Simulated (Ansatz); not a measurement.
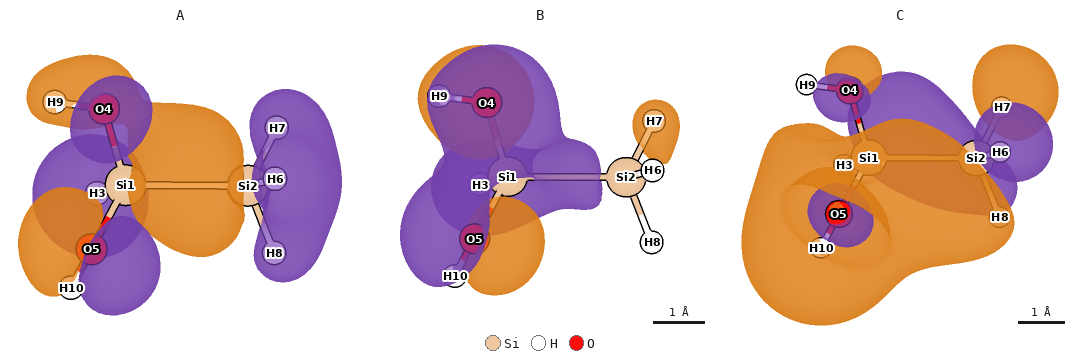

Figure. H$_{6}$O$_{2}$Si$_{2}$. Three frontier orbitals at ±0.06 Å⁻³ᐟ² (orange and purple are the two phases), in no order.

Computed with RKS BLYP/def2-SVP (Ansatz 0.2.0).

Input

```
crystal:
  periodic: [false, false, false]
  atoms:
    - { symbol: Si, position_ang: [-0.632917, -0.128017, -0.050433] }
    - { symbol: Si, position_ang: [1.526315, 0.493175, -0.031123] }
    - { symbol: H, position_ang: [-0.669281, -0.263791, -1.492377] }
    - { symbol: O, position_ang: [-1.604775, 1.09102, 0.570285] }
    - { symbol: O, position_ang: [-1.070602, -1.583245, 0.685416] }
    - { symbol: H, position_ang: [2.233666, 0.791867, 1.260941] }
    - { symbol: H, position_ang: [1.631256, 1.699361, -0.925174] }
    - { symbol: H, position_ang: [2.259977, -0.629971, -0.717872] }
    - { symbol: H, position_ang: [-2.558815, 0.887771, 0.603893] }
    - { symbol: H, position_ang: [-1.114825, -2.35817, 0.096442] }
basis:
  gaussian: { orbitals: def2-SVP }
hamiltonian:
  xc: blyp
relax:
  f_tol: 0.03
  max_steps: 50
output:
  orbitals: {}
```

Launched as:

```sh
ansatz run input.yaml --threads 2 --pin off --max-ram 3072MiB --backend cpu --events-out ev --progress --plain --runs-dir out
```

The fields are those of the relaxed geometry.

### Which picture is the HOMO−1, the HOMO and the LUMO?

B is the HOMO−1 (−7.25 eV). It lies mainly on O4 (about 50 %) and O5 (about 25 %); largely a combination of lone pairs on O4 and O5. A is the HOMO (−6.25 eV). It lies mainly on O5 (about 25 %), Si2 (about 25 %), Si1 (about 20 %), H3 (about 10 %) and O4 (about 10 %). C is the LUMO (−0.35 eV). By Hirshfeld shares it lies mainly on Si1 (about 30 %), Si2 (about 25 %), H10 (about 15 %), O5 (about 10 %) and H7 (about 5 %).

### What is the HOMO–LUMO gap?

5.90 eV between the orbital energies.
